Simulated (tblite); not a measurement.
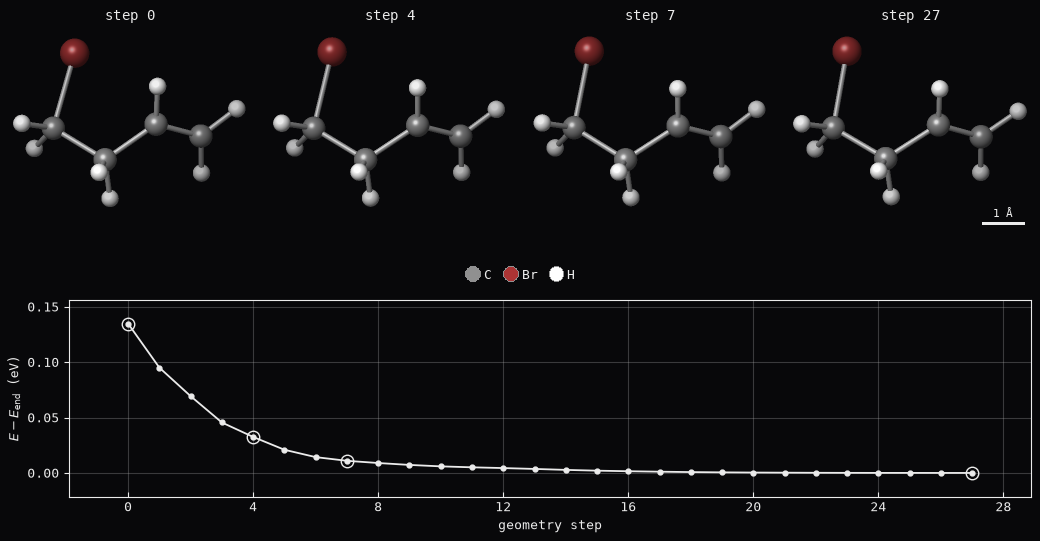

Frames of a relaxation of C4H7Br, marked on the history of the run. Style: ball-and-stick. Shown face on.

Level of theory: GFN2-xTB geometry optimisation, dihedral held, gas phase in tblite. 

What happens along the run?

Answer. The Br atom moves most after the best rigid fit: 0.20 Å. By element the largest moves are Br 0.20 Å, H 0.10 Å, C 0.07 Å. Some distances before and after: Br–C 2.753 → 3.001 Å, C–C 1.345 → 1.319 Å, C–H 1.103 → 1.082 Å, Br–C 1.943 → 1.960 Å. Among the angles between lasting bonds that change: C–C–Br 109.6° → 114.5°, C–C–C 110.9° → 114.4°, Br–C–H 107.6° → 104.7°. Over 27 geometry steps the energy falls by 0.135 eV. From step 0 to 4: the Br atom moves most (0.08 Å), energy −0.102 eV. From step 4 to 7: the Br atom moves most (0.07 Å), energy −0.022 eV. From step 7 to 27: H atoms move most (0.06 Å), energy −0.011 eV.
